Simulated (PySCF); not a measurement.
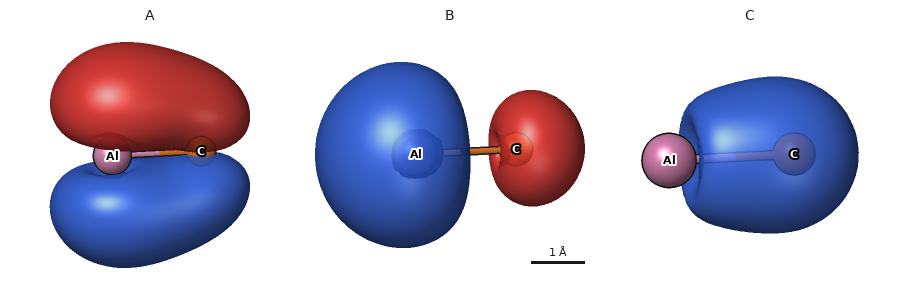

AlC (quartet). Three frontier β-spin orbitals, each drawn at the value that holds 80 % of its norm (blue and red are the two phases), in no order; of a degenerate pair one member is drawn.

Theory: PBE0/def2-SVPD, non-relativistic Hamiltonian with scalar-relativistic core potentials where named, at a bond length of 1.975 Å (PySCF).

Q: Name the orbitals and rank them from lowest to highest energy.

A: Orbital C: σ, occupied in this spin, −13.36 eV; mainly on C (75 %).
Orbital B: σ, occupied in this spin, −7.34 eV; mainly on Al (75 %).
Orbital A: π, empty in this spin, −2.68 eV; bonding, with no node between the atoms.
